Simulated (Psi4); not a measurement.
## Excited-state calculation of CdNH2F (part 2 of 2)

The same run, continued: CdNH2F, SMILES [NH2][Cd][F]; EOM-CC2/def2-SV(P), RHF, core potentials def2 (Psi4 1.11). The geometry comes from this level: PBE0-D4/def2-TZVP.

Geometry of the input (Å):
```
N  -0.3334  0.9220  -0.3463
Cd 0.6047  -0.7403  0.2454
F  1.6522  -2.2749  0.7871
H  -0.9556  0.7286  -1.1238
H  -0.9179  1.2908  0.3962
```

### Output, continued
```
	CCEOM parameters:
	-----------------
	States sought per irrep     = A 1,
	Max. number of iterations   =    80
	Vectors stored per root     =    12
	Print HbarSS iterations?    =     0
	Excitation range for HBarSS =     2
	Eigenvalue tolerance        = 1.0e-05
	Eigenvalue toleranceSS      = 1.0e-06
	Residual vector tolerance   = 1.0e-04
	Residual vector toleranceSS = 1.0e-06
	Complex tolerance           = 1.0e-12
	Root for properties         =     1
	Sym of state for properties =      A
	Guess vectors taken from    = SINGLES
	Restart EOM CC3             = NO
	Collapse with last vector   = YES

Fae   dot Fae   total 3407.7420138413
Fmi   dot Fmi   total  992.0375097252
Fme   dot Fme   total    0.0013866018
WMBIJ dot WMBIJ total    0.0000000000
Wmbij dot Wmbij total    0.0000000000
WMbIj dot WMbIj total    0.0000000000
WmBiJ dot WmBiJ total    0.0000000000
Symmetry of ground state: A
Symmetry of excited state: A
Symmetry of right eigenvector: A
Seeking states with multiplicity of 1
Obtaining initial guess from singles-singles block of Hbar...Done.

Iter=1    L=1     Root    EOM Energy     Delta E   Res. Norm    Conv?
                     1   0.2926722910   2.93e-01    4.72e-01      N
Iter=2    L=2     Root    EOM Energy     Delta E   Res. Norm    Conv?
                     1   0.1852771686  -1.07e-01    3.89e-02      N
Iter=3    L=3     Root    EOM Energy     Delta E   Res. Norm    Conv?
                     1   0.1826149308  -2.66e-03    4.48e-02      N
Iter=4    L=4     Root    EOM Energy     Delta E   Res. Norm    Conv?
                     1   0.1810671528  -1.55e-03    1.97e-02      N
Iter=5    L=5     Root    EOM Energy     Delta E   Res. Norm    Conv?
                     1   0.1803217476  -7.45e-04    1.77e-02      N
Iter=6    L=6     Root    EOM Energy     Delta E   Res. Norm    Conv?
                     1   0.1801331702  -1.89e-04    7.94e-03      N
Iter=7    L=7     Root    EOM Energy     Delta E   Res. Norm    Conv?
                     1   0.1800942922  -3.89e-05    7.02e-03      N
Iter=8    L=8     Root    EOM Energy     Delta E   Res. Norm    Conv?
                     1   0.1800281642  -6.61e-05    4.01e-03      N
Iter=9    L=9     Root    EOM Energy     Delta E   Res. Norm    Conv?
                     1   0.1800024466  -2.57e-05    2.51e-03      N
Iter=10   L=10    Root    EOM Energy     Delta E   Res. Norm    Conv?
                     1   0.1799941311  -8.32e-06    1.66e-03      N
Iter=11   L=11    Root    EOM Energy     Delta E   Res. Norm    Conv?
                     1   0.1799972599   3.13e-06    6.53e-04      N
Iter=12   L=12    Root    EOM Energy     Delta E   Res. Norm    Conv?
                     1   0.1799942867  -2.97e-06    2.86e-04      N
Iter=13   L=2     Root    EOM Energy     Delta E   Res. Norm    Conv?
                     1   0.1799942867   1.39e-16    2.86e-04      N
Iter=14   L=3     Root    EOM Energy     Delta E   Res. Norm    Conv?
                     1   0.1799922942  -1.99e-06    1.79e-04      N
Iter=15   L=4     Root    EOM Energy     Delta E   Res. Norm    Conv?
                     1   0.1799933710   1.08e-06    1.15e-04      N
Iter=16   L=5     Root    EOM Energy     Delta E   Res. Norm    Conv?
                     1   0.1799932985  -7.24e-08    7.47e-05      Y
Collapsing to only 1 vector(s).

Procedure converged for 1 root(s).
Energy written to CC_INFO:Etot -322.0423187164
States per irrep written to CC_INFO.
EOM CC2 R0 for root 0 =   0.05067607885

Final Energetic Summary for Converged Roots of Irrep A
                     Excitation Energy              Total Energy
                (eV)     (cm^-1)     (au)             (au)
EOM State 1      4.898    39504.0   0.1799932985  -322.042318716355

Largest components of excited wave function #1:
 RIA (libdpd indices) : (cscf notation)
        18 >   0      :       19a >    20a :   -0.6124908643
        18 >   2      :       19a >    22a :   -0.1615345467
        17 >   0      :       18a >    20a :   -0.1488877815
        18 >   3      :       19a >    23a :   -0.1169651554
        18 >   6      :       19a >    26a :   -0.0725847021
 RIjAb (libdpd indices)     : (cscf notation)
       18  18 >   0   0     :    19a    19a >    20a    20a :    0.1360599294
       18  18 >   0   2     :    19a    19a >    20a    22a :   -0.0348619339
       18  18 >   2   0     :    19a    19a >    22a    20a :   -0.0348619339
       17  18 >   6   0     :    18a    19a >    26a    20a :   -0.0339352808
       18  17 >   0   6     :    19a    18a >    20a    26a :   -0.0339352808

	Putting into environment energy for root of R irrep 1 and root 1.
	Putting into environment CURRENT ENERGY:             -322.0423187164

	Total # of sigma evaluations: 15

			**************************
			*        CCLAMBDA        *
			**************************

	Nuclear Rep. energy (wfn)     =  112.883639592005480
	Reference           (wfn)     =                    0
	SCF energy          (wfn)     = -321.738211392924995
	Reference energy    (CC_INFO) = -321.738211392924995
	CC2 energy          (CC_INFO) =   -0.484100621977825
	Total CC2 energy    (CC_INFO) = -322.222312014902798

	Input parameters:
	-----------------
	Maxiter           =     50
	Convergence       = 1.0e-04
	Restart           =     No
	Cache Level       =     2
	Model III         =     No
	DIIS              =     Yes
	AO Basis          =     No
	ABCD              =     NEW
	Local CC          =     No
	Parameters for left-handed eigenvectors:
	    Irr   Root  Ground-State?    EOM energy        R0
	  1   0     0        Yes       0.0000000000   1.0000000000
	  2   0     1         No       0.1799932985   0.0506760789
	Labels for eigenvector 1:
	LIA 0 -1, Lia 0 -1, LIJAB 0 -1, Lijab 0 -1, LIjAb 0 -1, 2LIjAb - LIjbA 0 -1
	Labels for eigenvector 2:
	LIA 0 0, Lia 0 0, LIJAB 0 0, Lijab 0 0, LIjAb 0 0, 2LIjAb - LIjbA 0 0
	Deleting old CC_LAMBDA data.
	Symmetry of left-hand state: A
	Symmetry of left-hand eigenvector: A

	          Solving Lambda Equations
	          ------------------------
	Iter     PseudoEnergy or Norm         RMS
	----     ---------------------     --------
	   0        -0.485288872812744    0.000e+00
	   1        -0.483820682738650    2.263e-02
	   2        -0.482319262207095    4.532e-03
	   3        -0.481960139092854    3.611e-03
	   4        -0.481763460795498    1.534e-03
	   5        -0.481749297450222    5.326e-04
	   6        -0.481752181140632    1.478e-04
	   7        -0.481749583165171    5.724e-05

	Largest LIA Amplitudes:
	         18   0         0.0417811236
	         16   0         0.0385447659
	         15   1         0.0375939784
	         14   2        -0.0341812239
	         18   2        -0.0260502879
	         16   6         0.0239545771
	         17   0        -0.0196463872
	         16   2         0.0171575039
	         17   2        -0.0158848726
	         14   0         0.0144948108

	Largest LIjAb Amplitudes:
	 15  15  22  22        -0.0354998403
	 18  18   0   0        -0.0337416718
	 13  13   4   4        -0.0259308001
	 18  18  16  16        -0.0242875699
	 14  14  21  21        -0.0221875513
	 13  13  18  18        -0.0219129796
	 14  15  21  22        -0.0206106754
	 15  14  22  21        -0.0206106754
	 16  16   6   6        -0.0200680390
	 14  14  23  23        -0.0186610095

	Iterations converged.

	Overlap <L|e^T> =        0.82743127813
	Symmetry of left-hand state: A
	Symmetry of left-hand eigenvector: A
	Initial overlap of initial guess <L|R> =    0.9947938763
	Checking overlap of initial guess <L|R> =    1.0000000000

	          Solving Lambda Equations
	          ------------------------
	Iter     PseudoEnergy or Norm         RMS
	----     ---------------------     --------
	   0        -0.015108935675423    5.724e-05
	   1         0.004925159552721    3.510e-02
	   2         0.005599000886210    6.817e-03
	   3         0.005899391531118    2.987e-03
	   4         0.006042605385343    1.638e-03
	   5         0.006142381780227    1.199e-03
	   6         0.006181216423054    7.684e-04
	   7         0.006199936854093    5.522e-04
	   8         0.006220265496562    3.307e-04
	   9         0.006238464838585    2.038e-04
	  10         0.006240274990923    1.145e-04
	  11         0.006238934179009    7.184e-05

	Initial  <L|R>  =        1.0062193482
	Normalizing L...
	L0 * R0 =        0.0000000000
	L1 * R1 =        0.9237803906
	L2 * R2 =        0.0762196094
	 <L|R>  =        1.0000000000
	Pseudoenergy or Norm of normalized L =    0.006200371907347

	Largest LIA Amplitudes:
	         18   0        -0.6199779242
	         18   2        -0.1545477535
	         17   0        -0.1538799481
	         18   3        -0.1170114381
	         18   6        -0.0662809901
	         14   0         0.0552057698
	         17   2        -0.0536439587
	         18   5        -0.0523011416
	         17   6        -0.0418981480
	         14   3        -0.0303660656

	Largest LIjAb Amplitudes:
	 18  18   0   0         0.1186334524
	 17  18   6   0        -0.0344484299
	 18  17   0   6        -0.0344484299
	 13  18   4   0        -0.0342020165
	 18  13   0   4        -0.0342020165
	 18  18   0   2        -0.0291541165
	 18  18   2   0        -0.0291541165
	 18  18   0  16        -0.0289360986
	 18  18  16   0        -0.0289360986
	 18  18   0   6         0.0285177623

	Iterations converged.

	<L|R> overlap matrix with ROHF quantities (-99 => 0 by symmetry)

                 1            2

    1    1.0000000   -0.0000272
    2    0.0000000    1.0000000

	<L|R> overlap matrix with RHF quantities (-99 => 0 by symmetry)

                 1            2

    1    1.0000000   -0.0000272
    2    0.0000000    1.0000000

	Projections for excited state, irrep A, root 0:
	<0|Le^(-T)|0><0|Re^T|0>  =    0.0025648773
	<0|Le^(-T)|S><S|Re^T|0>  =    0.9281956030
	<0|Le^(-T)|D><D|Re^T|0>  =    0.0692395197
	Sum of above             =    1.0000000000
	Approx. excitation level =    1.0666746424

			**************************
			*                        *
			*        CCDENSITY       *
			*                        *
			**************************

	Input parameters:
	-----------------
	Wave function    = EOM_CC2
	Reference wfn    =   RHF
	Dertype          = 0
	Tolerance        = 1.0e-14
	Cache Level      = 2
	AO Basis         = No
	OPDM Only        = Yes
	Relax OPDM       = No
	Compute Xi       = No
	Use Zeta         = No
	Xi connected     = Yes
	Compute NO       = No

	Nuclear Rep. energy (wfn)     =  112.883639592005480
	SCF energy          (wfn)     = -321.738211392924995
	Reference energy    (file100) = -321.738211392924995
	CC2 energy          (CC_INFO) =   -0.484100621977825
	Total CC2 energy    (CC_INFO) = -322.222312014902798
	Number of States = 2

	Ground?  State     EOM Energy       R0
	  Yes     0  A    0.0000000000   1.00000000
	   No     1  A    0.1799932985   0.05067608
DDoing transition

	Oscillator Strength for 1  A
	                              X    	       Y    	       Z
	<0|mu_e|n>              -0.19710148 	 -0.82125975 	  0.30872118
	<n|mu_e|0>              -0.20287455 	 -0.87464949 	  0.32861861
	Dipole Strength          0.85975281
	Oscillator Strength      0.10316650
	Einstein A Coefficient   1.07389603e+08
	Einstein B Coefficient   1.04603054e+20
Doing transition

	Length-Gauge Rotational Strength for 1  A
	                              X    	       Y    	       Z
	<0|mu_e|n>              -0.19710148 	 -0.82125975 	  0.30872118
	<n|mu_m|0>               0.00686445 	  0.10278517 	  0.27779455
	<0|mu_m|n>*              0.00645296 	  0.09663359 	  0.26116984
	<n|mu_e|0>*             -0.20287455 	 -0.87464949 	  0.32861861

	Rotational Strength (au)                 -0.00000482
	Rotational Strength (10^-40 esu^2 cm^2)  -0.00227232

	Velocity-Gauge Rotational Strength for 1  A
	                              X    	       Y    	       Z
	<0|mu_e|n>              -0.05761566 	 -0.15813643 	  0.05992797
	<n|mu_m|0>               0.00686445 	  0.10278517 	  0.27779455
	<0|mu_m|n>*              0.00645296 	  0.09663359 	  0.26116984
	<n|mu_e|0>*             -0.06135146 	 -0.17098968 	  0.06477559

	Rotational Strength (au)                 -0.00001036
	Rotational Strength (10^-40 esu^2 cm^2)  -0.00488355
Doing transition
Doing transition

	                   Ground State -> Excited State Transitions

	                   Excitation Energy          OS       RS        RS     Einstein A
	State   (eV)    (cm^-1)    (nm)     (au)              (l,au)   (v,au)     (s^-1)
	 1  A   4.898   39504.0   253.1   0.179993   0.1032  -0.0000  -0.0000  1.073896E+08

Doing transition

  Variable Map:
  ----------------------------------------------------------------------------
  "CC D1 DIAGNOSTIC"                             =>       0.080169297506
  "CC D2 DIAGNOSTIC"                             =>       0.142969106327
  "CC NEW D1 DIAGNOSTIC"                         =>       0.080169297506
  "CC ROOT 0 (A) CORRELATION ENERGY"             =>      -0.484100621978
  "CC ROOT 0 (A) TOTAL ENERGY"                   =>    -322.222312014903
  "CC ROOT 0 (IN A) CORRELATION ENERGY"          =>      -0.484100621978
  "CC ROOT 0 (IN A) TOTAL ENERGY"                =>    -322.222312014903
  "CC ROOT 0 CORRELATION ENERGY"                 =>      -0.484100621978
  "CC ROOT 0 CORRELATION ENERGY - A TRANSITION"  =>      -0.484100621978
  "CC ROOT 0 TOTAL ENERGY"                       =>    -322.222312014903
  "CC ROOT 0 TOTAL ENERGY - A TRANSITION"        =>    -322.222312014903
  "CC ROOT 1 (A) CORRELATION ENERGY"             =>       0.179993298548
  "CC ROOT 1 (A) TOTAL ENERGY"                   =>    -322.042318716355
  "CC ROOT 1 (IN A) CORRELATION ENERGY"          =>       0.179993298548
  "CC ROOT 1 (IN A) TOTAL ENERGY"                =>    -322.042318716355
  "CC ROOT 1 CORRELATION ENERGY"                 =>       0.179993298548
  "CC ROOT 1 CORRELATION ENERGY - A TRANSITION"  =>       0.179993298548
  "CC ROOT 1 TOTAL ENERGY"                       =>    -322.042318716355
  "CC ROOT 1 TOTAL ENERGY - A TRANSITION"        =>    -322.042318716355
  "CC T1 DIAGNOSTIC"                             =>       0.018855894088
  "CC2 CORRELATION ENERGY"                       =>      -0.484100621978
  "CC2 ROOT 0 (A) CORRELATION ENERGY"            =>      -0.484100621978
  "CC2 ROOT 0 (A) TOTAL ENERGY"                  =>    -322.222312014903
  "CC2 ROOT 0 (IN A) CORRELATION ENERGY"         =>      -0.484100621978
  "CC2 ROOT 0 (IN A) TOTAL ENERGY"               =>    -322.222312014903
  "CC2 ROOT 0 CORRELATION ENERGY"                =>      -0.484100621978
  "CC2 ROOT 0 CORRELATION ENERGY - A TRANSITION" =>      -0.484100621978
  "CC2 ROOT 0 TOTAL ENERGY"                      =>    -322.222312014903
  "CC2 ROOT 0 TOTAL ENERGY - A TRANSITION"       =>    -322.222312014903
  "CC2 ROOT 1 (A) CORRELATION ENERGY"            =>       0.179993298548
  "CC2 ROOT 1 (A) TOTAL ENERGY"                  =>    -322.042318716355
  "CC2 ROOT 1 (IN A) CORRELATION ENERGY"         =>       0.179993298548
  "CC2 ROOT 1 (IN A) TOTAL ENERGY"               =>    -322.042318716355
  "CC2 ROOT 1 CORRELATION ENERGY"                =>       0.179993298548
  "CC2 ROOT 1 CORRELATION ENERGY - A TRANSITION" =>       0.179993298548
  "CC2 ROOT 1 TOTAL ENERGY"                      =>    -322.042318716355
  "CC2 ROOT 1 TOTAL ENERGY - A TRANSITION"       =>    -322.042318716355
  "CC2 TOTAL ENERGY"                             =>    -322.222312014903
  "CURRENT CORRELATION ENERGY"                   =>      -0.484100621978
  "CURRENT ENERGY"                               =>    -322.042318716355
  "CURRENT REFERENCE ENERGY"                     =>    -321.738211392925
  "DD SOLVATION ENERGY"                          =>       0.000000000000
  "HF KINETIC ENERGY"                            =>     219.281192240212
  "HF POTENTIAL ENERGY"                          =>    -541.019403633137
  "HF TOTAL ENERGY"                              =>    -321.738211392925
  "HF VIRIAL RATIO"                              =>       2.467240341527
  "MP2 CORRELATION ENERGY"                       =>      -0.472140952050
  "MP2 DOUBLES ENERGY"                           =>      -0.472140952050
  "MP2 OPPOSITE-SPIN CORRELATION ENERGY"         =>      -0.340487854086
  "MP2 SAME-SPIN CORRELATION ENERGY"             =>      -0.131653097964
  "MP2 SINGLES ENERGY"                           =>      -0.000000000000
  "MP2 TOTAL ENERGY"                             =>    -322.210352344975
  "NUCLEAR REPULSION ENERGY"                     =>     112.883639592005
  "ONE-ELECTRON ENERGY"                          =>    -737.995316640430
  "PCM POLARIZATION ENERGY"                      =>       0.000000000000
  "PE ENERGY"                                    =>       0.000000000000
  "SCF ITERATION ENERGY"                         =>    -321.738211392925
  "SCF ITERATIONS"                               =>      16.000000000000
  "SCF TOTAL ENERGY"                             =>    -321.738211392925
  "TWO-ELECTRON ENERGY"                          =>     303.373465655500

  Array Variable Map:
  ----------------------------------------------------------------------------
  "CURRENT DIPOLE"                               =>      -1.030924449858 ... -0.147487741224 1 by 3
  "SCF DIPOLE"                                   =>      -1.030924449858 ... -0.147487741224 1 by 3
  "SCF TOTAL ENERGIES"                           =>    -320.026838620079 ... -321.738211392925 1 by 17

    Psi4 run time: 0:00:31.11
```

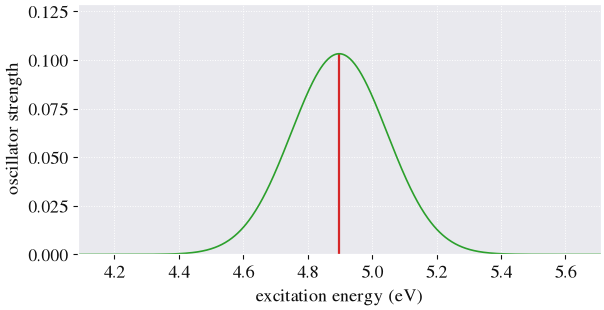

**Figure 1.** Computed excitations as sticks (degenerate states added up, dark ones marked on the axis), with a Gaussian envelope of 0.35 eV full width at half maximum, scaled to the tallest. Of the 1 states the lowest lies at 4.90 eV (f = 0.103); the strongest line is at 4.90 eV, or 253 nm (f = 0.103).

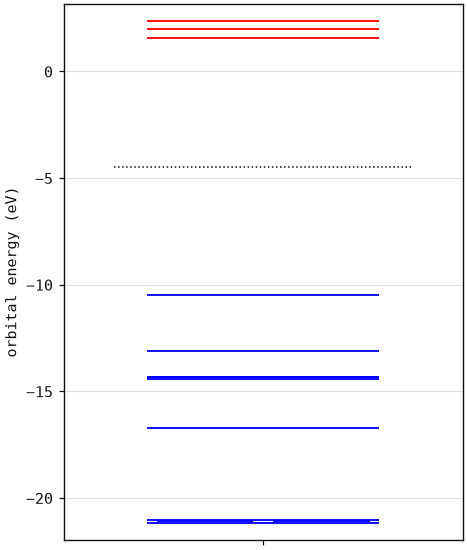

**Figure 2.** Orbital energies near the frontier (SCF reference); the dotted line parts filled from empty levels, and levels within 0.02 eV of each other stand side by side. Highest filled −10.50 eV, lowest empty 1.57 eV, 12.07 eV apart.

### Key numbers

| quantity | value |
| --- | --- |
| outcome | converged |
| total energy | −322.222312 hartree |
| SCF energy | −321.738211 hartree |
| MP2 energy | −322.210352 hartree |
| basis functions | 56 |
| T1 diagnostic | 0.019 |
| HOMO of the SCF reference | −10.50 eV |
| LUMO of the SCF reference | 1.57 eV |
| lowest singlet excitation | 4.90 eV |
| wall time | 33 s |
| peak memory | 0.39 GiB |
